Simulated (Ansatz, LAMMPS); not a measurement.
# Squeezing and shearing glassy 97GeO2-3Na2O (mol %) (93 atoms): runs compared

How stiff is glassy 97GeO2-3Na2O (mol %) (93 atoms), and how do its levels respond to strain?

Computed with Ansatz 0.2.0: Kohn-Sham DFT, PBE, PAW (set soft_2), plane waves.

### 1. The cell as built

The cell holds 93 atoms: 30 Ge, 2 Na and 61 O. Cell: a = 11.318 Å, b = 11.318 Å, c = 11.318 Å, α = 90.0°, β = 90.0°, γ = 90.0°. 93 atoms (30 Ge, 2 Na, 61 O) placed at random at 3.66 g/cm³, melted at 4000 K for 10 ps at fixed volume with the Morse and Coulomb pair potential with partial charges (Pedone, Malavasi, Menziani, Cormack and Segre, J. Phys. Chem. B 110, 11780 (2006)). Quenched from 4000 K to 300 K at 60 K/ps and fixed volume, held 10 ps at zero pressure.

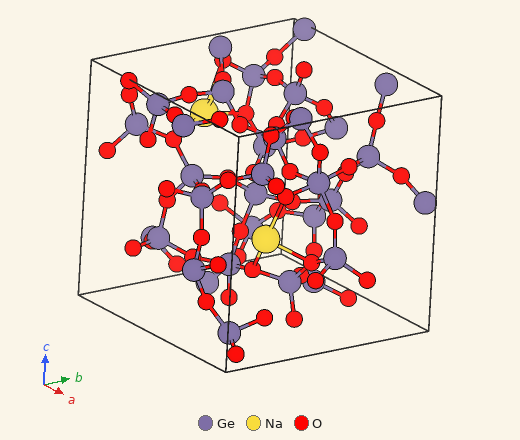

The cell as built. Some periodic images of atoms are drawn too.

Limits known from the start: The quench rate of 60 K/ps far exceeds what a furnace or splat quench reaches, so expect more defects and frozen-in strain than in a real sample. The starting topology of bonds comes from the classical model, and needn't be the one that DFT or experiment would give. Only the Γ point is sampled.

### 2. The reference run

The reference is a single point at the end of the relaxation.

Every strained cell starts from the geometry of this run, and its atoms are relaxed with the cell held.

Its input, with most atom lines left out:

```yaml
crystal:
  lattice:
    - [10.65275, -0.22405, 0.4097]
    - [-0.22405, 11.23649, -0.18048]
    - [0.4097, -0.18048, 11.35836]
  atoms:
    - { symbol: Ge, position: [0.54208, 0.80154, 0.08904] }
    - { symbol: Ge, position: [0.7812, 0.56677, 0.62211] }
    - { symbol: Ge, position: [0.09393, 0.75724, 0.17046] }
    - { symbol: Ge, position: [0.70692, 0.85853, 0.67478] }
    - { symbol: Ge, position: [0.00268, 0.34579, 0.20175] }
    - { symbol: Ge, position: [0.33138, 0.38269, 0.9231] }
    - { symbol: Ge, position: [0.6822, 0.5606, 0.15962] }
    [... atom lines 8 to 93 left out ...]
kpoints:
  mp_grid: { grid: [1, 1, 1] }
hamiltonian:
  xc: pbe
scf:
  occupations: { method: fermi_dirac, width: 0.05 }
output:
  forces: true
  stress: true
  populations: true
  dos:
    method: { smearing: { sigma: 0.1 } }
    de: 0.1
    projected: { site_lists: { Ge: [Ge], Na: [Na], O: [O] } }
  eigenvalues: true
  write_density: true
  write_potential: true
  volumetric_format: npy
  elf: true
```

| Property | Result |
| --- | --- |
| free energy per atom | -1789.5373 eV/atom |
| r.m.s. force component | 0.00726 eV/Å |
| pressure | 0.02181 GPa |

Filled and empty levels are parted by 2.11 eV (at Γ alone); a semilocal functional tends to put such gaps too low. In a disordered cell it changes from sample to sample, and tail or defect levels can set it.

### 3. The runs

Each row is one run, on 4 threads of Arm Neoverse V2, shared host. The free energy is the program's total, comparable only between runs with the same functional, potentials and atoms.

| run | atoms | outcome | ionic steps, all passes | free energy (eV) | time | host memory (GiB) |
| --- | --- | --- | --- | --- | --- | --- |
| Single point at the start | 93 | converged | - | -166412.737 | 18 s | 2.1 |
| Cell and atoms relaxed | 93 | converged | 26 | -166426.970 | 9.3 min | 2.2 |
| Single point at the relaxed geometry | 93 | converged | - | -166426.970 | 29 s | 2.1 |
| Volume -3 % | 93 | converged | 5 | -166426.792 | 1.8 min | 2.0 |
| Volume +3 % | 93 | converged | 7 | -166426.819 | 2.8 min | 2.1 |
| Volume -6 % | 93 | converged | 7 | -166426.231 | 2.5 min | 1.9 |
| Volume +6 % | 93 | converged | 7 | -166426.328 | 3 min | 2.2 |
| Volume -10 % | 93 | converged | 8 | -166424.783 | 3 min | 1.9 |
| Stretched by 1 % along x | 93 | converged | 3 | -166426.939 | 73 s | 2.1 |
| Compressed by 1 % along x | 93 | converged | 4 | -166426.943 | 89 s | 2.0 |
| Sheared by 2 % in xy | 93 | converged | 5 | -166426.924 | 1.9 min | 2.1 |

In some runs the program notes that the SCF threshold is loose for the stress.

### 4. Pressure against volume

Atoms are relaxed at each volume, in the scaled cell.

| volume change (%) | volume (Å³/atom) | energy change (meV/atom) | pressure (GPa) | largest move on relaxing (Å) | bonds | gap (eV) |
| --- | --- | --- | --- | --- | --- | --- |
| -10 | 13.131 | 23.52 | 5.55 | 0.40 | 136 | 2.34 |
| -6 | 13.714 | 7.95 | 3.08 | 0.30 | 134 | 2.26 |
| -3 | 14.152 | 1.91 | 1.50 | 0.12 | 132 | 2.19 |
| +0 | 14.589 | 0.00 | 0.02 | - | 132 | 2.11 |
| +3 | 15.027 | 1.63 | -1.31 | 0.22 | 132 | 2.01 |
| +6 | 15.465 | 6.91 | -2.59 | 0.39 | 132 | 1.90 |

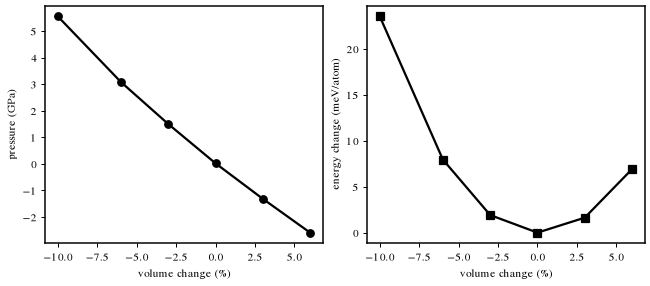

Pressure and energy against volume.

### 5. Uniaxial strain and shear

Stress (GPa, compression positive) less that of the relaxed cell, atoms relaxed:

| strain | xx | yy | zz | xy | energy change (meV/atom) |
| --- | --- | --- | --- | --- | --- |
| stretched by 1 % along x | -0.861 | -0.401 | -0.306 | -0.011 | 0.34 |
| compressed by 1 % along x | 0.846 | 0.392 | 0.343 | -0.008 | 0.29 |
| sheared by 2 % in xy | -0.020 | -0.060 | -0.084 | -0.580 | 0.50 |

### 6. Findings

The bulk modulus, from the slope of pressure against ln V over the three points nearest the relaxed volume, is 46.9 GPa; a quadratic over all points gives a pressure derivative of about 2.1. The count of bonds runs from 132 to 136 over the series, so at some points contacts cross the cutoffs. The gap goes from 2.34 eV at the smallest volume to 1.90 eV at the largest, -2.7 eV per unit of ln V by a straight line, on the run's k-points. In the Cartesian axes of the cell, finite differences give C11 = 85.4, C12 = 39.7, C13 = 32.4 and C66 = 29.0 GPa (the shear of 2 % is the engineering strain, εxy = 0.01). The mean of C11, C12 and C13, which equals the bulk modulus in a cubic or isotropic solid, is 52.5 GPa: it lies 12 % over the bulk modulus from the volumes. For an isotropic solid C66 would equal (C11 − C12)/2 = 22.9 GPa; so small a sample needn't be isotropic, and C66 rests on one shear. With the bulk modulus and C66 as K and G, Young's modulus would be about 72 GPa and Poisson's ratio 0.24.

Caveats: Strains are finite and relaxations stop at the force tolerance of the input, which can leave moduli too stiff; they are those of a static cell at zero temperature. Volumes are changed with the cell's shape held, so in an anisotropic solid the modulus lies over the one under free hydrostatic load. The program notes that the SCF threshold of the relaxations is loose for the stress.

The DFT runs together took 28 min of wall time.

[Logs are printed without paths, hosts, clocks, repeated set-up lines and the standing remarks that a program may print on its own settings, such as how far it seeks lower states.]

[Hosts, paths, dates, database ids (printed as entryN), source tags and the programs' standing remarks are cut or masked in the printed files.]
